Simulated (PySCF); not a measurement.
## C$_{8}$H$_{11}$BS: a changed input and its effect

System: C$_{8}$H$_{11}$BS.
Method of run A: GIAO KT2/pcSseg-1 NMR shielding, non-relativistic, gas phase (PySCF 2.14.0).

The geometry comes from this level: PBE0-D3(BJ)/def2-SVP. Text and figures count atoms from 1; the logs count them from 0 in places.

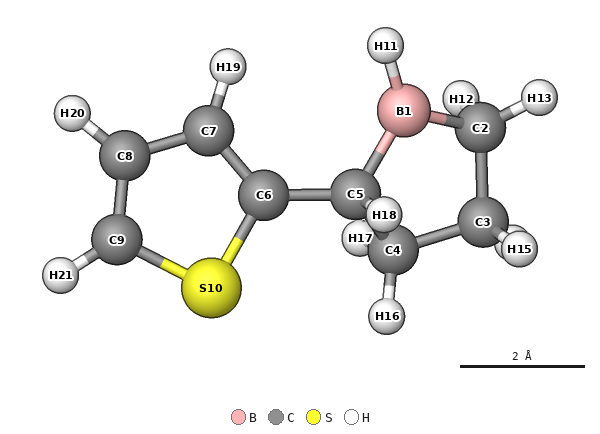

The structure (ball-and-stick view, seen at a tilt; atoms are numbered from 1 in the order of the input).

**The input, run A**
```
{"job": {"kind": "nmr", "xc": "KT2", "basis": "pcSseg-1", "pop": false}, "charge": 0, "multiplicity": 1}
B     -1.031014     0.897201     1.161912
C     -2.517902     0.453077     0.966409
C     -2.642678     0.136058    -0.530745
C     -1.248632    -0.326682    -0.954812
C     -0.273786     0.583445    -0.178486
C      1.164199     0.192420    -0.173161
C      2.004075    -0.029909     0.891374
C      3.322797    -0.402919     0.504685
C      3.472834    -0.466111    -0.854415
S      2.011260    -0.069983    -1.664663
H     -0.550421     1.399738     2.150696
H     -2.555389    -0.492152     1.554239
H     -3.308890     1.089057     1.391916
H     -3.424155    -0.602912    -0.767142
H     -2.906054     1.057970    -1.078351
H     -1.096076    -0.297175    -2.045765
H     -1.079620    -1.371229    -0.639707
H     -0.366597     1.603540    -0.633690
H      1.678850     0.077719     1.926994
H      4.128267    -0.620378     1.207591
H      4.363573    -0.729958    -1.423019
```

The first line tells a small driver script what to run in PySCF; the rest is the geometry in Å.

Command:
```bash
OMP_NUM_THREADS=1 python <driver script> task.json out
```

Hardware: 1 CPU thread, shared host.

**Output (run A)**
```
coarse grid: 18224 points
cycle   1  E = -743.5385042090  dE =  1.214e+00  |g| = 6.136e-01  |ddm| = 4.497e+00
cycle   2  E = -743.3564955612  dE =  1.820e-01  |g| = 1.007e+00  |ddm| = 1.783e+00
cycle   3  E = -743.6365053417  dE = -2.800e-01  |g| = 1.910e-01  |ddm| = 1.375e+00
cycle   4  E = -743.6462103601  dE = -9.705e-03  |g| = 7.716e-02  |ddm| = 3.505e-01
cycle   5  E = -743.6478828074  dE = -1.672e-03  |g| = 1.830e-02  |ddm| = 1.031e-01
cycle   6  E = -743.6479458970  dE = -6.309e-05  |g| = 9.722e-03  |ddm| = 3.092e-02
cycle   7  E = -743.6479669207  dE = -2.102e-05  |g| = 4.802e-03  |ddm| = 1.541e-02
cycle   8  E = -743.6479734013  dE = -6.481e-06  |g| = 6.210e-04  |ddm| = 5.565e-03
final grid: 171712 points
cycle   9  E = -743.6746980127  dE = -2.791e-04  |g| = 2.248e-02  |ddm| = 9.219e-02
cycle  10  E = -743.6743444007  dE =  3.536e-04  |g| = 4.068e-02  |ddm| = 6.849e-02
cycle  11  E = -743.6748020972  dE = -4.577e-04  |g| = 7.185e-03  |ddm| = 5.745e-02
cycle  12  E = -743.6748171016  dE = -1.500e-05  |g| = 2.524e-03  |ddm| = 1.139e-02
cycle  13  E = -743.6748187188  dE = -1.617e-06  |g| = 6.232e-04  |ddm| = 2.957e-03
cycle  14  E = -743.6748188176  dE = -9.881e-08  |g| = 2.452e-04  |ddm| = 9.915e-04
cycle  15  E = -743.6748188328  dE = -1.522e-08  |g| = 8.796e-05  |ddm| = 3.329e-04
cycle  16  E = -743.6748188347  dE = -1.900e-09  |g| = 2.163e-05  |ddm| = 1.030e-04
cycle  17  E = -743.6748188348  dE = -1.078e-10  |g| = 5.993e-06  |ddm| = 3.060e-05
converged SCF energy = -743.6748188348

GIAO shielding tensors (ppm)
atom      isotropic    diamagn.    paramagn.     s11        s22        s33       span
  0 B       18.028     191.817    -173.790    -45.742    -10.629    110.453    156.195
  1 C      147.328     258.350    -111.022    130.955    145.756    165.272     34.317
  2 C      153.390     249.648     -96.258    129.394    159.915    170.859     41.465
  3 C      142.914     249.479    -106.566    112.491    149.722    166.529     54.038
  4 C      129.738     250.807    -121.068    104.341    134.806    150.069     45.728
  5 C       41.494     258.831    -217.337    -23.636     29.942    118.174    141.810
  6 C       63.379     249.705    -186.327     -5.381     56.686    138.830    144.211
  7 C       62.679     254.097    -191.418     -9.765     52.424    145.377    155.142
  8 C       62.422     265.248    -202.826    -20.075     68.423    138.919    158.995
  9 S      295.415    1060.293    -764.878    157.901    302.159    426.183    268.282
 10 H       23.172      30.482      -7.310     18.685     24.219     26.611      7.926
 11 H       30.378      30.818      -0.440     25.849     28.296     36.989     11.140
 12 H       28.903      28.794       0.108     24.496     27.454     34.757     10.261
 13 H       28.969      28.544       0.426     24.032     27.298     35.578     11.546
 14 H       29.663      29.844      -0.181     24.778     28.340     35.871     11.093
 15 H       28.684      31.082      -2.398     23.003     29.463     33.587     10.584
 16 H       29.683      32.465      -2.782     25.441     30.492     33.118      7.677
 17 H       28.717      30.653      -1.935     23.642     30.083     32.427      8.786
 18 H       24.150      32.978      -8.828     20.527     24.507     27.417      6.890
 19 H       24.406      29.264      -4.857     21.350     24.248     27.621      6.271
 20 H       24.323      30.072      -5.749     21.337     24.200     27.430      6.092
```

For run B the input was changed thus:
```diff
-"xc": "KT2"
+"xc": "PBE0"
-"pop": false
```

Predict how the results change.

The total energies belong to different methods, so their difference says nothing on which is more stable or more accurate. The HOMO goes from −5.53 to −6.54 eV. The LUMO goes from −1.99 to −0.93 eV. Of all shieldings, the largest change is that of S10, by −27.8 ppm. The functional changes from KT2 to PBE0. Exact exchange removes part of the self-interaction error of semilocal functionals, which pushes filled and empty levels apart. The SCF takes 14 iterations against 17.

**Output (run B)**
```
coarse grid: 18224 points
cycle   1  E = -733.7661268071  dE =  1.521e+00  |g| = 4.582e-01  |ddm| = 4.420e+00
cycle   2  E = -733.7388453062  dE =  2.728e-02  |g| = 5.654e-01  |ddm| = 1.063e+00
cycle   3  E = -733.8226678936  dE = -8.382e-02  |g| = 9.059e-02  |ddm| = 6.841e-01
cycle   4  E = -733.8245681537  dE = -1.900e-03  |g| = 4.590e-02  |ddm| = 1.702e-01
cycle   5  E = -733.8251223476  dE = -5.542e-04  |g| = 9.578e-03  |ddm| = 5.509e-02
cycle   6  E = -733.8251437525  dE = -2.140e-05  |g| = 2.637e-03  |ddm| = 1.300e-02
cycle   7  E = -733.8251452571  dE = -1.505e-06  |g| = 4.298e-04  |ddm| = 2.940e-03
final grid: 171712 points
cycle   8  E = -733.8870835151  dE = -4.204e-05  |g| = 1.036e-02  |ddm| = 4.542e-02
cycle   9  E = -733.8870556259  dE =  2.789e-05  |g| = 1.444e-02  |ddm| = 2.630e-02
cycle  10  E = -733.8871114896  dE = -5.586e-05  |g| = 1.627e-03  |ddm| = 1.781e-02
cycle  11  E = -733.8871122274  dE = -7.378e-07  |g| = 4.204e-04  |ddm| = 2.357e-03
cycle  12  E = -733.8871122698  dE = -4.232e-08  |g| = 1.062e-04  |ddm| = 4.816e-04
cycle  13  E = -733.8871122719  dE = -2.179e-09  |g| = 6.072e-05  |ddm| = 1.913e-04
cycle  14  E = -733.8871122728  dE = -9.109e-10  |g| = 1.775e-05  |ddm| = 7.607e-05
converged SCF energy = -733.8871122728

GIAO shielding tensors (ppm)
atom      isotropic    diamagn.    paramagn.     s11        s22        s33       span
  0 B       12.744     190.039    -177.295    -54.376    -17.926    110.534    164.910
  1 C      149.713     257.280    -107.567    133.050    148.572    167.519     34.469
  2 C      155.752     247.944     -92.192    132.299    161.814    173.143     40.845
  3 C      145.223     247.929    -102.706    114.742    151.997    168.931     54.189
  4 C      133.176     248.858    -115.682    106.993    138.863    153.673     46.680
  5 C       30.498     258.186    -227.688    -46.971     16.893    121.572    168.543
  6 C       54.751     249.601    -194.849    -23.432     46.885    140.801    164.232
  7 C       53.696     254.808    -201.112    -29.235     42.512    147.811    177.046
  8 C       51.982     265.423    -213.441    -41.895     56.656    141.185    183.080
  9 S      267.607    1057.633    -790.026    121.405    280.985    400.430    279.024
 10 H       23.203      30.116      -6.913     18.557     24.326     26.725      8.168
 11 H       30.537      30.564      -0.027     25.841     28.450     37.321     11.480
 12 H       29.137      28.910       0.227     24.501     27.565     35.345     10.844
 13 H       29.172      28.720       0.452     24.102     27.287     36.127     12.025
 14 H       29.769      29.765       0.004     24.806     28.356     36.146     11.340
 15 H       28.854      30.938      -2.084     22.956     29.544     34.062     11.107
 16 H       29.783      31.953      -2.170     25.324     30.557     33.468      8.143
 17 H       29.100      30.497      -1.397     23.862     30.367     33.071      9.209
 18 H       24.137      32.482      -8.346     20.414     24.284     27.713      7.299
 19 H       24.330      29.074      -4.744     21.230     24.378     27.383      6.153
 20 H       24.190      30.024      -5.834     21.281     24.253     27.037      5.755
```

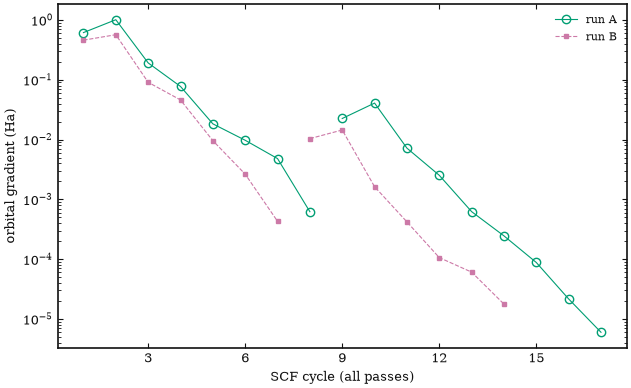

Convergence of the two runs: orbital gradient against the SCF cycle. A break in a curve parts two SCF passes (coarse and final grid). Run A takes 17 cycles in all, and run B takes 14.

**The two runs side by side**

| quantity | run A | run B |
| --- | --- | --- |
| outcome | converged | converged |
| total energy (hartree) | −743.674819 | −733.887112 |
| HOMO (eV) | −5.53 | −6.54 |
| LUMO (eV) | −1.99 | −0.93 |
| dipole moment (D) | 0.81 | 0.82 |
| shielding of B1 (ppm) | 18.0 | 12.7 |
| shielding of C5 (ppm) | 129.7 | 133.2 |
| shielding of C6 (ppm) | 41.5 | 30.5 |
| shielding of C7 (ppm) | 63.4 | 54.8 |
| shielding of C8 (ppm) | 62.7 | 53.7 |
| shielding of C9 (ppm) | 62.4 | 52.0 |
| shielding of S10 (ppm) | 295.4 | 267.6 |
| SCF iterations | 17 | 14 |
| basis functions | 232 | 232 |
| wall time (shared host) | 59 s | 42 s |
